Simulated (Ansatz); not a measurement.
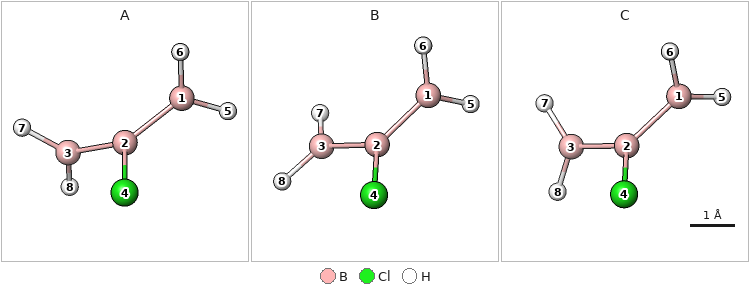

3 geometries from a converged minimum-energy path of B3H4Cl, shuffled. A ball-and-stick model, seen from a free direction.

All numbers below come from RKS PBE/def2-SVP in Ansatz 0.2.0. Set-up: 7 movable images; climbing image; force threshold 0.05 eV/Å; iteration limit 60; starting path through a guess of the saddle point.

Q: One of them is the converged climbing image. Which?

A: B. In order along the path, whose images run from 0 to 8: A (image 0, 0.0 kcal/mol), C (image 2, +3.7 kcal/mol), B (image 4, +9.1 kcal/mol). The motion is a rotation about the B2–B3 bond by about 180°. No bond forms or breaks between the ends. Bond angles that change up to the highest image, for instance: B1–B2–B3 135.9° → 116.5°, B1–B2–Cl4 112.3° → 125.4°.

The run took 3.6 min on 1 thread of Arm Neoverse N1, on a shared host, peak memory 0.15 GiB.
